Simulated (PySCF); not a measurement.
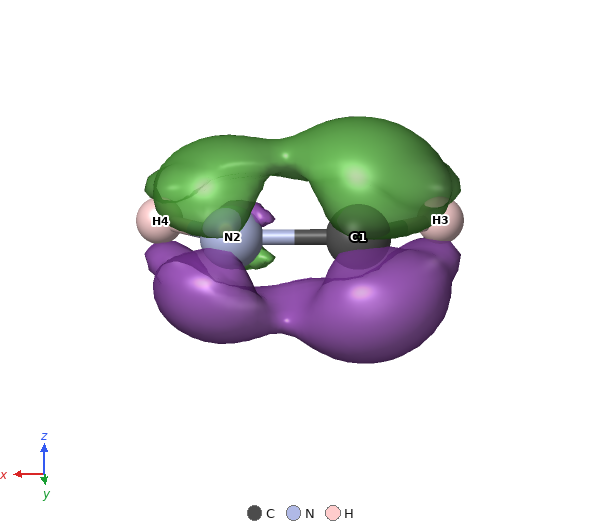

CH2N, doublet, SMILES `[CH]=N`. Change of the electron density in a uniform field of 0.26 V/Å, surfaces at ±0.002 e/Å³ (purple: gain, green: loss).

PySCF calculation, PBE0/cc-pVDZ, gas phase; geometry: GFN2-xTB. No frequency check shows the geometry to be a minimum. A basis without diffuse functions makes polarisabilities too small. The stability of the open-shell solution wasn't checked. GFN2-xTB doesn't know the spin state, so this open-shell geometry is rough.

Cartesian coordinates (Å):

```
C1      -0.6355    0.1080    0.0000
N2       0.5743    0.0936    0.0000
H3      -1.4401   -0.6144    0.0000
H4       1.2333   -0.6886    0.0000
```

The field was applied in both directions; the picture shows the one opposite to the script's first.

> Along which Cartesian direction does the field point?

Along +z: electrons gather on the −z side, against the field.

> How large is the response?

The induced dipole is 0.11 D (along the field); α along this axis, from the fields in both directions, is 9 bohr³ (1.3 Å³).

The PySCF run took 5.3 s on 1 thread of AMD EPYC 7R43 64-Core Processor (Zen 3), with other jobs on the host, peak memory 0.21 GiB.
